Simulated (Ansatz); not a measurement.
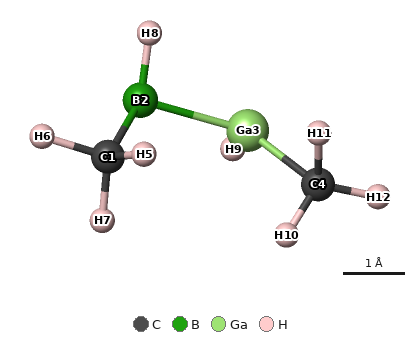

**Figure 1.** The input geometry (ball-and-stick view, seen at an oblique angle; atoms are numbered from 1 in the order of the input). Sticks mark near contacts. Bond lengths as drawn: B–C 1.55 Å, B–Ga 1.92 Å, B–H 1.14 Å, C–Ga 1.78 Å, C–H 1.07 to 1.18 Å and Ga–H 0.91 Å.

# Geometry relaxation of C₂H₈BGa (part 1 of 2)

C₂H₈BGa, SMILES C[BH][GaH][CH3], computed with RKS PBE-D4/def2-SVP (Ansatz 0.2.0).

The geometry: force-field start. Figures and captions count atoms from 1; the log counts them from 0 in places.

**Output**
```
Functional definition: PBE
  name "PBE"
  cite "Perdew, Burke & Ernzerhof, Phys. Rev. Lett. 77, 3865 (1996) doi:10.1103/PhysRevLett.77.3865"
  parent pbe
  parameter kappa = 0.804
  parameter beta = 0.06672455060314922
  exchange = pbe_x(kappa = kappa, mu = beta*pi^2/3)
  correlation = pbe_c(beta = beta)
1289 factors; their error is unknown
mean field evaluation 1: about -55207.6869 eV, gradient 8.2e1 eV
mean field evaluation 2: about -55175.7912 eV, gradient 1.3e2 eV
mean field evaluation 4: about -55223.1437 eV, gradient 1.3e1 eV
mean field evaluation 8: about -55223.6987 eV, gradient 1.5e-1 eV
mean field evaluation 16: about -55223.6451 eV, gradient 2.2e-3 eV
mean field -55223.64510895 eV, -2029.4315258227 hartree, gradient 4.0e-5 eV, S^2 0.000000; 1 other end points of the search recorded, 0 dependent functions left out
the calculation of the forces begins
reference -55223.64514842 eV, -2029.4315272732 hartree; 28, 28 occupied and 86, 86 virtual orbitals, 1289 factors
relax step   1: F+E_penalty+E_count = -55223.88168919 eV  Δ(F+E_penalty+E_count) = +0.000e0 eV  max|allowed force component| = 3.077e1 eV/Å  Δτ_max = 0.0000 Å  (44 SCF iters, accepted)
these checks for a lower state are left out or cut short: starts, cluster_reference, orbital_swaps, neighbouring_geometries, increment
1289 factors; their error is unknown
mean field evaluation 32: about -55231.4990 eV, gradient 1.8e-5 eV
mean field -55231.49897815 eV, -2029.7201501922 hartree, gradient 1.8e-5 eV, S^2 0.000000; 0 other end points of the search recorded, 0 dependent functions left out
[... from here on the field's lines of each further geometry are left out, up to the last ...]
relax step   2: F+E_penalty+E_count = -55231.73190862 eV  Δ(F+E_penalty+E_count) = -7.850e0 eV  max|allowed force component| = 1.055e1 eV/Å  Δτ_max = 0.1944 Å  (34 SCF iters, accepted)
relax step   3: F+E_penalty+E_count = -55234.55556952 eV  Δ(F+E_penalty+E_count) = -2.824e0 eV  max|allowed force component| = 4.907e0 eV/Å  Δτ_max = 0.1946 Å  (34 SCF iters, accepted)
relax step   4: F+E_penalty+E_count = -55235.83041551 eV  Δ(F+E_penalty+E_count) = -1.275e0 eV  max|allowed force component| = 1.936e0 eV/Å  Δτ_max = 0.1944 Å  (28 SCF iters, accepted)
relax step   5: F+E_penalty+E_count = -55236.42271907 eV  Δ(F+E_penalty+E_count) = -5.923e-1 eV  max|allowed force component| = 6.342e-1 eV/Å  Δτ_max = 0.1942 Å  (28 SCF iters, accepted)
relax step   6: F+E_penalty+E_count = -55236.63013691 eV  Δ(F+E_penalty+E_count) = -2.074e-1 eV  max|allowed force component| = 2.305e-1 eV/Å  Δτ_max = 0.1954 Å  (28 SCF iters, accepted)
relax step   7: F+E_penalty+E_count = -55236.67207392 eV  Δ(F+E_penalty+E_count) = -4.194e-2 eV  max|allowed force component| = 1.863e-1 eV/Å  Δτ_max = 0.1597 Å  (27 SCF iters, accepted)
relax step   8: F+E_penalty+E_count = -55236.69549737 eV  Δ(F+E_penalty+E_count) = -2.342e-2 eV  max|allowed force component| = 2.274e-1 eV/Å  Δτ_max = 0.1983 Å  (27 SCF iters, accepted)
relax step   9: F+E_penalty+E_count = -55236.70917166 eV  Δ(F+E_penalty+E_count) = -1.367e-2 eV  max|allowed force component| = 1.970e-1 eV/Å  Δτ_max = 0.1308 Å  (26 SCF iters, accepted)
relax step  10: F+E_penalty+E_count = -55236.71808210 eV  Δ(F+E_penalty+E_count) = -8.910e-3 eV  max|allowed force component| = 2.007e-1 eV/Å  Δτ_max = 0.1477 Å  (27 SCF iters, accepted)
relax step  11: F+E_penalty+E_count = -55236.72190104 eV  Δ(F+E_penalty+E_count) = -3.819e-3 eV  max|allowed force component| = 1.631e-1 eV/Å  Δτ_max = 0.0684 Å  (27 SCF iters, accepted)
relax step  12: F+E_penalty+E_count = -55236.72463305 eV  Δ(F+E_penalty+E_count) = -2.732e-3 eV  max|allowed force component| = 7.238e-2 eV/Å  Δτ_max = 0.0239 Å  (27 SCF iters, accepted)
relax step  13: F+E_penalty+E_count = -55236.72414230 eV  Δ(F+E_penalty+E_count) = +4.908e-4 eV  max|allowed force component| = 7.971e-2 eV/Å  Δτ_max = 0.0990 Å  (28 SCF iters, rejected (line search))
relax step  14: F+E_penalty+E_count = -55236.72121920 eV  Δ(F+E_penalty+E_count) = +3.414e-3 eV  max|allowed force component| = 1.644e-1 eV/Å  Δτ_max = 0.0493 Å  (27 SCF iters, rejected (line search))
relax step  15: F+E_penalty+E_count = -55236.72565780 eV  Δ(F+E_penalty+E_count) = -1.025e-3 eV  max|allowed force component| = 1.828e-2 eV/Å  Δτ_max = 0.0246 Å  (28 SCF iters, accepted)
relax step  16: F+E_penalty+E_count = -55236.72629707 eV  Δ(F+E_penalty+E_count) = -6.393e-4 eV  max|allowed force component| = 2.906e-2 eV/Å  Δτ_max = 0.0482 Å  (27 SCF iters, accepted)
relax step  17: F+E_penalty+E_count = -55236.72683549 eV  Δ(F+E_penalty+E_count) = -5.384e-4 eV  max|allowed force component| = 6.944e-2 eV/Å  Δτ_max = 0.0743 Å  (28 SCF iters, accepted)
relax step  18: F+E_penalty+E_count = -55236.72742953 eV  Δ(F+E_penalty+E_count) = -5.940e-4 eV  max|allowed force component| = 6.922e-2 eV/Å  Δτ_max = 0.0498 Å  (27 SCF iters, accepted)
relax step  19: F+E_penalty+E_count = -55236.72817782 eV  Δ(F+E_penalty+E_count) = -7.483e-4 eV  max|allowed force component| = 6.909e-2 eV/Å  Δτ_max = 0.0652 Å  (27 SCF iters, accepted)
relax step  20: F+E_penalty+E_count = -55236.72846550 eV  Δ(F+E_penalty+E_count) = -2.877e-4 eV  max|allowed force component| = 7.370e-2 eV/Å  Δτ_max = 0.0419 Å  (27 SCF iters, accepted)
relax step  21: F+E_penalty+E_count = -55236.72894363 eV  Δ(F+E_penalty+E_count) = -4.781e-4 eV  max|allowed force component| = 7.947e-2 eV/Å  Δτ_max = 0.0470 Å  (28 SCF iters, accepted)
relax step  22: F+E_penalty+E_count = -55236.72929814 eV  Δ(F+E_penalty+E_count) = -3.545e-4 eV  max|allowed force component| = 7.178e-2 eV/Å  Δτ_max = 0.0181 Å  (29 SCF iters, accepted)
relax step  23: F+E_penalty+E_count = -55236.72985341 eV  Δ(F+E_penalty+E_count) = -5.553e-4 eV  max|allowed force component| = 4.086e-2 eV/Å  Δτ_max = 0.0257 Å  (28 SCF iters, accepted)
relax step  24: F+E_penalty+E_count = -55236.73020322 eV  Δ(F+E_penalty+E_count) = -3.498e-4 eV  max|allowed force component| = 1.512e-2 eV/Å  Δτ_max = 0.0357 Å  (27 SCF iters, accepted)
relax step  25: F+E_penalty+E_count = -55236.73024369 eV  Δ(F+E_penalty+E_count) = -4.047e-5 eV  max|allowed force component| = 7.989e-2 eV/Å  Δτ_max = 0.0773 Å  (26 SCF iters, accepted)
the calculation of the forces begins
reference -55236.52995112 eV, -2029.9050350388 hartree; 28, 28 occupied and 86, 86 virtual orbitals, 1289 factors
relax step  26: F+E_penalty+E_count = -55236.73061168 eV  Δ(F+E_penalty+E_count) = -3.680e-4 eV  max|allowed force component| = 1.790e-2 eV/Å  Δτ_max = 0.0111 Å  (28 SCF iters, accepted)
```

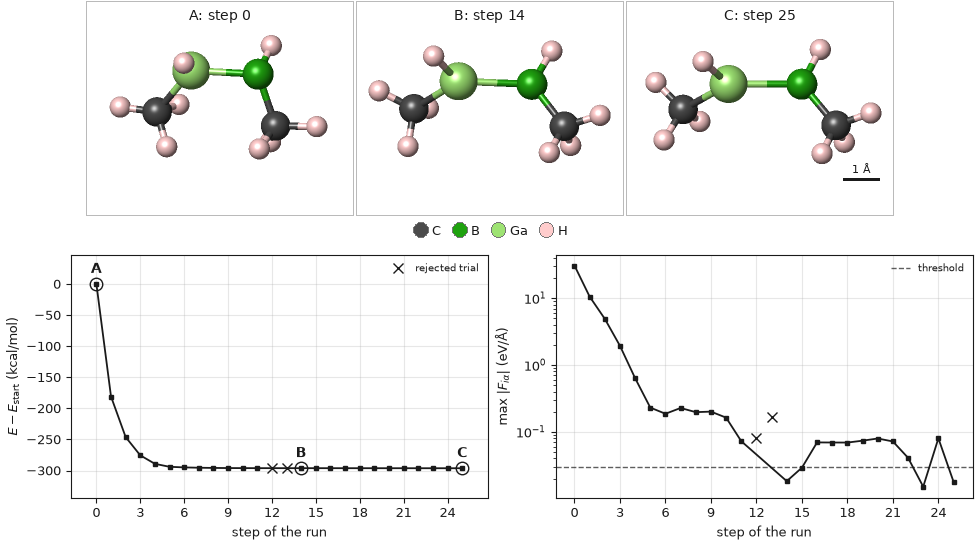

**Figure 2.** Frames of the relaxation (ball-and-stick view, seen at a tilt) above the curves, on which the letters mark them (the first geometry is step 0 here and step 1 in the log).

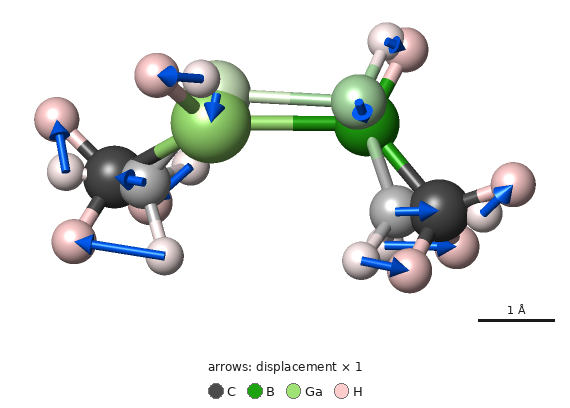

**Figure 3.** Start (faint) and end (solid) with the displacements as blue arrows, at true length (ball-and-stick view, seen at a tilt). The two geometries are laid on each other by the best rigid fit. Over 25 geometry steps the energy falls by 296.3 kcal/mol. The largest force component goes from 31 to 0.018 eV/Å. The line search rejected the trial steps at points 12, 13 (counted from 0) and went back. The largest move after the best rigid fit is that of H10, 1.23 Å. Largest moves by element: H 1.23 Å, C 0.60 Å, B 0.45 Å, Ga 0.42 Å. Distances before and after: Ga3–H9 0.910 → 1.599 Å, Ga3–C4 1.782 → 1.994 Å, B2–Ga3 1.923 → 2.080 Å, B2–H8 1.138 → 1.227 Å. Among the angles that change: B2–Ga3–H9 94.5° → 121.0°, Ga3–C4–H11 91.8° → 114.0°, Ga3–B2–H8 100.2° → 117.2°. (Atoms are counted from 1 in the order of the input.)

```
1289 factors; their error is unknown
mean field -55236.52990879 eV, -2029.9050334831 hartree, gradient 2.1e-5 eV, S^2 0.000000; 1 other end points of the search recorded, 0 dependent functions left out
the calculation of the forces begins
reference -55236.52995112 eV, -2029.9050350388 hartree; 28, 28 occupied and 86, 86 virtual orbitals, 1289 factors
Total energy: -55236.73065401 eV, -2029.9124107340 hartree
Atom 0 at    -1.564695     1.647848    -0.177694 Å, force    -0.006847     0.002018    -0.001617 eV/Å
Atom 1 at    -1.048840     0.439051     0.673218 Å, force     0.001825    -0.001703     0.004576 eV/Å
Atom 2 at     0.884714    -0.327690     0.697096 Å, force    -0.006767    -0.008485     0.003078 eV/Å
Atom 3 at     1.621217    -1.686564    -0.562973 Å, force     0.017903     0.004871    -0.003714 eV/Å
Atom 4 at    -2.093485     1.143032    -1.027372 Å, force     0.001682     0.001563    -0.000850 eV/Å
Atom 5 at    -2.355476     2.244986     0.324003 Å, force     0.000269     0.001249     0.000073 eV/Å
Atom 6 at    -0.811017     2.322324    -0.628097 Å, force     0.000907    -0.000475    -0.000763 eV/Å
Atom 7 at    -1.891878    -0.144823     1.347638 Å, force     0.003461    -0.000045    -0.001071 eV/Å
Atom 8 at     1.943727     0.139235     1.801111 Å, force     0.001345     0.002426    -0.002624 eV/Å
Atom 9 at     2.430923    -1.211568    -1.158770 Å, force    -0.009958    -0.011042     0.006492 eV/Å
Atom 10 at     0.871173    -2.105414    -1.261106 Å, force     0.005868     0.001087     0.004335 eV/Å
Atom 11 at     2.090635    -2.515618     0.007046 Å, force    -0.009687     0.008535    -0.007915 eV/Å
Dipole moment:    -0.157836     0.054055    -0.214948 e Å
```

**Trajectory as extended XYZ (Å, eV, eV/Å), 26 frames, from step=1 to step=26**
```
12
Properties=species:S:1:pos:R:3:forces:R:3 step=1 energy=-55223.88169
C    -1.1124    1.2699   -0.2781   -1.7174   3.4962   0.7271
B    -0.8743    0.5489    1.0677   -0.5056  -2.0961  -2.7139
Ga    0.6877   -0.5688    0.9790  -24.7273 -23.5786 -25.7314
C     1.3908   -1.2702   -0.5000   -2.1837  -3.5914  -2.6059
H    -1.3068    0.5694   -1.1225    0.1908  -0.1611   0.3220
H    -2.0755    1.9490   -0.1813    1.2599  -0.7140  -0.6400
H    -0.2724    1.9708   -0.5326   -0.2661  -0.2951  -0.3747
H    -1.6267   -0.1892    1.4968   -2.4326  -0.1543   1.8974
H     1.1811   -0.0457    1.5360   27.3439  26.6685  30.7687
H     1.4469   -0.4791   -1.2305    0.0955   0.6922  -0.7357
H     0.4076   -1.8820   -0.7217    1.8021   0.3669  -0.8282
H     2.2310   -1.9282   -0.4787    1.1405  -0.6332  -0.0854
12
Properties=species:S:1:pos:R:3:forces:R:3 step=2 energy=-55231.73191
C    -1.1331    1.3081   -0.2760   -1.1552   2.1773   0.4147
B    -0.8993    0.5065    1.0240   -1.1091  -1.8414  -2.0082
Ga    0.6556   -0.5946    0.9475   -6.7866  -5.2457  -6.4344
C     1.3725   -1.3129   -0.5402   -1.0295  -2.4937  -1.9595
H    -1.3042    0.5767   -1.1113    0.1402   0.0799   0.3954
H    -2.0716    1.9531   -0.1935    0.6596  -0.2274  -0.4802
H    -0.2747    1.9713   -0.5404   -0.1864  -0.1327  -0.2952
H    -1.6778   -0.1845    1.5324   -1.9797   0.3092   1.4529
H     1.2930    0.0364    1.6721    9.5439   7.7142  10.5479
H     1.4481   -0.4780   -1.2421    0.0823   0.2714  -0.3943
H     0.4220   -1.8951   -0.7531    1.0902  -0.1641  -1.0631
H     2.2464   -1.9422   -0.4852    0.7302  -0.4470  -0.1760
12
Properties=species:S:1:pos:R:3:forces:R:3 step=3 energy=-55234.55557
C    -1.1641    1.3523   -0.2726   -0.3904   0.6610   0.2607
B    -0.9585    0.4374    0.9629   -1.2471  -1.1427  -1.0999
Ga    0.6754   -0.5592    0.9403   -1.9974  -1.2843  -2.1494
C     1.3627   -1.3622   -0.5753   -0.1900  -1.0493  -0.9724
H    -1.3058    0.5931   -1.0946    0.0080   0.2200   0.2547
H    -2.0767    1.9717   -0.2136   -0.0970   0.3034  -0.3109
H    -0.2829    1.9723   -0.5499   -0.1417  -0.0400  -0.1311
H    -1.7723   -0.1538    1.5928   -1.2537   0.5498   0.6743
H     1.4291    0.0713    1.8068    4.5418   2.7301   4.9066
H     1.4545   -0.4891   -1.2518    0.0933  -0.1267  -0.2165
H     0.4470   -1.9270   -0.8126    0.3186  -0.5454  -0.9965
H     2.2684   -1.9620   -0.4983    0.3555  -0.2759  -0.2194
12
Properties=species:S:1:pos:R:3:forces:R:3 step=4 energy=-55235.83042
C    -1.1908    1.3752   -0.2679   -0.1662   0.0077   0.1616
B    -1.0175    0.3826    0.9152   -0.8610  -0.4601  -0.3669
Ga    0.7062   -0.5065    0.9402    0.0291  -0.1024  -0.2137
C     1.3573   -1.3957   -0.5994    0.0525  -0.2392  -0.3029
H    -1.3136    0.6080   -1.0862   -0.0977   0.2319   0.0660
H    -2.0932    1.9961   -0.2310   -0.2831   0.3926  -0.2296
H    -0.2939    1.9675   -0.5514   -0.1274  -0.0119  -0.0174
H    -1.8520   -0.1159    1.6228   -0.8277   0.4459   0.1643
H     1.5670    0.0827    1.9433    1.9139   0.7252   1.9360
H     1.4623   -0.5090   -1.2658    0.0990  -0.2769  -0.2304
H     0.4620   -1.9657   -0.8722    0.1153  -0.5136  -0.7484
H     2.2832   -1.9746   -0.5136    0.1534  -0.1991  -0.2186
12
Properties=species:S:1:pos:R:3:forces:R:3 step=5 energy=-55236.42272
C    -1.2277    1.3853   -0.2574   -0.1577  -0.0685   0.0216
B    -1.0654    0.3506    0.8974   -0.3916  -0.0319   0.0849
Ga    0.7602   -0.4553    0.9761    0.3538   0.0567   0.2771
C     1.3616   -1.4172   -0.6034   -0.0882   0.0320  -0.0968
H    -1.3450    0.6341   -1.0890   -0.1295   0.1507  -0.0374
H    -2.1224    2.0321   -0.2503   -0.0910   0.1336  -0.0896
H    -0.3194    1.9601   -0.5406   -0.1027   0.0133   0.0258
H    -1.9538   -0.0624    1.6164   -0.4030   0.2316  -0.1178
H     1.7156    0.0789    2.0683    0.6342   0.0368   0.4715
H     1.4816   -0.5553   -1.3023    0.0972  -0.2149  -0.1554
H     0.4946   -2.0137   -0.9429    0.2084  -0.2078  -0.2697
H     2.2970   -1.9924   -0.5383    0.0701  -0.1317  -0.1144
12
Properties=species:S:1:pos:R:3:forces:R:3 step=6 energy=-55236.63014
C    -1.2940    1.4165   -0.2463    0.0857  -0.0246  -0.1034
B    -1.0953    0.3719    0.9019   -0.2131   0.0287   0.0912
Ga    0.8098   -0.4225    1.0124    0.2304   0.0769   0.2305
C     1.3966   -1.4420   -0.5906   -0.0766   0.1427  -0.2169
H    -1.4348    0.6951   -1.1003   -0.0883   0.0850   0.0224
H    -2.1834    2.0763   -0.2291   -0.0487  -0.0250   0.0452
H    -0.3940    1.9979   -0.5385   -0.0553   0.0371  -0.0052
H    -2.0654   -0.0047    1.5530    0.0616   0.0419  -0.1012
H     1.8860    0.0030    2.1265   -0.0499  -0.1292  -0.1311
H     1.5498   -0.6419   -1.3599    0.0402  -0.1519   0.0887
H     0.5718   -2.0766   -0.9766    0.0868  -0.0550   0.0198
H     2.3300   -2.0284   -0.5184    0.0272  -0.0267   0.0600
12
Properties=species:S:1:pos:R:3:forces:R:3 step=7 energy=-55236.67207
C    -1.3526    1.4732   -0.2399    0.0165   0.0383  -0.1123
B    -1.0960    0.3946    0.8702   -0.0217   0.0979  -0.0198
Ga    0.8253   -0.4180    0.9896    0.0127   0.0607  -0.0012
C     1.4468   -1.4821   -0.5802    0.0170  -0.0398  -0.1863
H    -1.5575    0.7958   -1.1177   -0.0496   0.0789   0.0921
H    -2.2473    2.1270   -0.1346    0.0891  -0.1218   0.0307
H    -0.4789    2.0788   -0.5625   -0.0547  -0.0010   0.0194
H    -2.0657    0.0028    1.5061    0.0473  -0.0587  -0.0050
H     1.9289   -0.0692    2.0910   -0.0569  -0.0360  -0.0206
H     1.6456   -0.7363   -1.3902    0.0149  -0.0956   0.1185
H     0.6529   -2.1528   -0.9728    0.0478   0.0125   0.0478
H     2.3755   -2.0690   -0.4250   -0.0624   0.0645   0.0368
12
Properties=species:S:1:pos:R:3:forces:R:3 step=8 energy=-55236.69550
C    -1.4160    1.5497   -0.2303   -0.1514   0.0208  -0.0479
B    -1.0801    0.4283    0.8216    0.0507   0.1196  -0.2140
Ga    0.8404   -0.3987    0.9241   -0.0850  -0.0611  -0.0764
C     1.5065   -1.5463   -0.5767    0.2146  -0.0638  -0.0541
H    -1.7098    0.9227   -1.1234    0.0088   0.0974   0.1976
H    -2.3096    2.1826   -0.0028    0.2274  -0.1605  -0.0547
H    -0.5799    2.1848   -0.5941   -0.0675  -0.0312   0.0637
H    -2.0248   -0.0269    1.4521    0.0297  -0.0495   0.0329
H     1.9174   -0.1168    2.0622   -0.0014   0.0381   0.0296
H     1.7706   -0.8619   -1.4209   -0.0101  -0.0977   0.1346
H     0.7408   -2.2470   -0.9693   -0.0119   0.0340   0.0438
H     2.4214   -2.1256   -0.3083   -0.2039   0.1539  -0.0550
12
Properties=species:S:1:pos:R:3:forces:R:3 step=9 energy=-55236.70917
C    -1.4539    1.5964   -0.2198   -0.1332  -0.0678  -0.0213
B    -1.0696    0.4287    0.7635   -0.0027   0.1918  -0.0973
Ga    0.8431   -0.3991    0.8761   -0.0405  -0.0369  -0.1449
C     1.5466   -1.5911   -0.5688    0.1594  -0.0484  -0.0101
H    -1.8049    1.0124   -1.1201    0.0287   0.0885   0.1636
H    -2.3316    2.2166    0.0861    0.1970  -0.1408  -0.0538
H    -0.6369    2.2474   -0.5945   -0.0412  -0.0267   0.0467
H    -1.9870   -0.0628    1.4090   -0.0013  -0.0464  -0.0087
H     1.8974   -0.0980    2.0272    0.0129   0.0479   0.0720
H     1.8536   -0.9427   -1.4248   -0.0261  -0.0714   0.1104
H     0.7805   -2.2925   -0.9564   -0.0089   0.0087   0.0016
H     2.4396   -2.1707   -0.2434   -0.1440   0.1015  -0.0583
```
